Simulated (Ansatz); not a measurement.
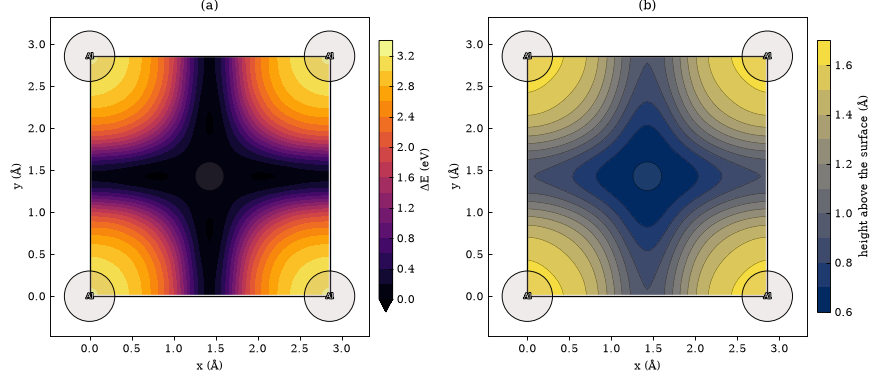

O on an Al(100) slab cut from the Fm-3m phase, its upper half relaxed before the scan (3 atoms of substrate and one adsorbate in a 1 × 1 cell). 
- O is moved over the surface cell; relaxed at each place: the height of the adsorbate's atoms; substrate rigid; the origin of the map has the adsorbate above Al3.
- Places are given modulo a cell vector. The map is drawn in real space over the plane of the surface.
- The grid has 6 × 6 points; 10 points were computed and 26 follow by symmetry.
- Energies: eV, counted from the lowest grid point.
- With one adsorbate in each 1 × 1 cell, its nearest image is 2.9 Å away, so neighbouring adsorbates interact.
- The calculation used DFT PBE, scalar-relativistic, plane waves, PAW (Ansatz). Settings: cutoff 420 eV, k-mesh 9×9×1, gaussian smearing 0.1 eV, no spin polarisation.

Panel (a) is the energy and panel (b) the computed height above the surface on the same grid.

Drawn: filled contours, labelled circles for the atoms of the top layer and small ones for the second layer, the outline of one cell of the plane. Between grid points the surface is interpolated.

How does the height above the surface vary over the map, and what is it at the lowest grid point?

Answer. It runs from 0.61 Å at a fourfold hollow over a second-layer Al atom, (3/6, 3/6) of the cell vectors to 1.67 Å at the top site over a surface Al atom, (0/6, 0/6) of the cell vectors. At the lowest grid point, (2/6, 3/6) of the cell vectors [nearest 2 Al at 1.84 Å], it is 0.66 Å.

PAW datasets: the set soft_1.
